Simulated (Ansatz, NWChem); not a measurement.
# GeTe: a line through the functionals

The species is GeTe (2 atoms), meant as a singlet with charge 0. SMILES: `[Ge][Te]`. The bond length is the measured one.

The electronic atomisation energy y, in eV, basis def2-TZVP with a core potential; a is the functional's share of exact exchange. Programs: Ansatz 0.2.0, NWChem 7.3.0.

```
functional  program     a  y (eV)
      TPSS   NWChem     0    4.63
       PBE   Ansatz     0    4.72
     B3LYP   Ansatz   0.2    4.39
      PBE0   Ansatz  0.25       ?
   r2SCAN0   Ansatz  0.25    4.21
     BHLYP   Ansatz   0.5    3.98
```

**Question.** Fit y = c + s·a to the known rows and predict PBE0.

**Answer.** 
1. Means of the 5 rows: a = 0.1900, y = 4.386.
2. Σ(Δa)² = 0.172, Σ(Δa·Δy) = -0.2462, so the slope is -0.2462/0.172 = -1.4314.
3. Intercept: 4.386 − (-1.4314) × 0.1900 = 4.658. The largest residual of the fit is 0.090.
4. PBE0: 4.658 + (-1.4314) × 0.25 = 4.30 eV.

The run gave 4.38 eV, so the prediction is off by -0.08 eV, within the largest residual. Spin-orbit coupling is left out.

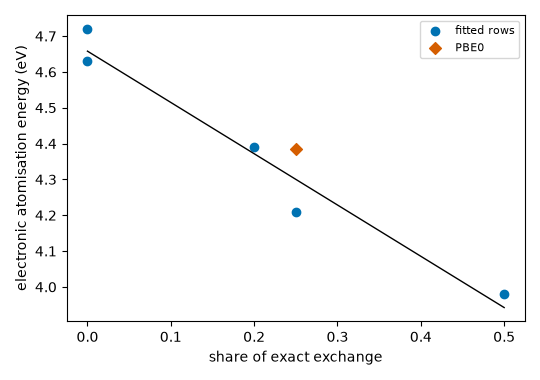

The fitted line, with the withheld row.
